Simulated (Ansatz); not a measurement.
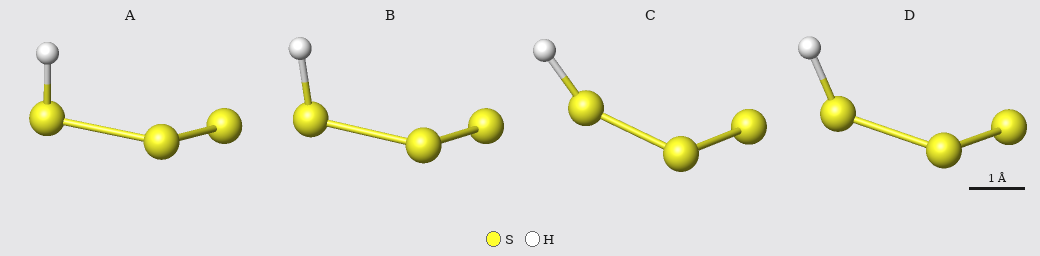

4 geometries from one relaxation of HS$_{3}$ (multiplicity 2), in shuffled order. Style: ball-and-stick. Shown from a free direction.

It is one of the separated reactants of a reaction.

All numbers below come from UKS PBE-D4/def2-SVP in Ansatz. Settings: force threshold 0.03 eV/Å; at most 250 steps.

Order the frames from highest to lowest energy.

Answer. C, D, B, A. They are steps 0, 1, 2, 6, at +1.503 eV, +0.516 eV, +0.125 eV relative to the last. After 6 geometry steps the energy has fallen by 1.503 eV. The largest force component goes from 3.6 to 0.0076 eV/Å. The largest move after the best rigid fit is that of an S atom, 0.44 Å. Largest moves by element: S 0.44 Å, H 0.43 Å. Among the contacts that change: S–S 1.933 → 2.179 Å, S–S 2.087 → 1.963 Å, H–S 1.360 → 1.366 Å. Among the angles between lasting bonds that change: S–S–H 143.7° → 93.7°. The run took 11 s on 2 threads of Intel Xeon Platinum 8259CL @ 2.50GHz, with other jobs on the host.
